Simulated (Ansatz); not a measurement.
C (graphite type, space group P6_3/mmc)

```cif
data_C4
_chemical_formula_sum 'C4'
_space_group_name_H-M_alt 'P63/mmc'
_space_group_IT_number 194
_space_group_name_Hall '-P 6c 2c'
_cell_length_a 2.46500
_cell_length_b 2.46500
_cell_length_c 6.73046
_cell_angle_alpha 90.000
_cell_angle_beta 90.000
_cell_angle_gamma 120.000
loop_
_atom_site_label
_atom_site_type_symbol
_atom_site_symmetry_multiplicity
_atom_site_Wyckoff_symbol
_atom_site_fract_x
_atom_site_fract_y
_atom_site_fract_z
_atom_site_occupancy
C1 C 2 b 0.00000 0.00000 0.25000 1
C2 C 2 c 0.33333 0.66667 0.25000 1
```

Equation-of-state scan: isotropic scaling of the cell above, V₀ being its volume. Symmetry pins the atoms to their sites.

These are PBE-D3(BJ) (plane waves to 420 eV, PAW, scalar-relativistic; Ansatz, a program for electronic structure) values and carry that method's errors. k mesh 15×15×5 (Γ-centred), Fermi-Dirac smearing 0.05 eV. The energy includes the smearing's −TS. With the shape held, the modulus is that of even scaling; a crystal free to change shape is softer. C was relaxed with its symmetry unable to fall. The zero of ΔE is the relaxed starting cell.

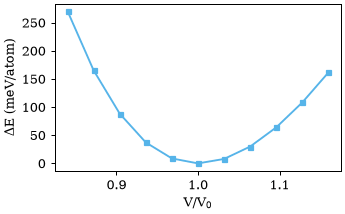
Fig. 1. ΔE (meV/atom) against V/V₀; markers are the computed points, lines only join them.

### Question
What is ΔE at V/V₀ = 0.840?

### Answer
About 270 meV/atom.

### Question
What is ΔE at V/V₀ = 1.160?

### Answer
About 160 meV/atom.

### Question
What bulk modulus at fixed cell shape B₀ follows from a third-order Birch-Murnaghan fit?

### Answer
About 290 GPa.

(Under strain, the slope of the energy per volume gives the stress and its curvature an elastic modulus.)
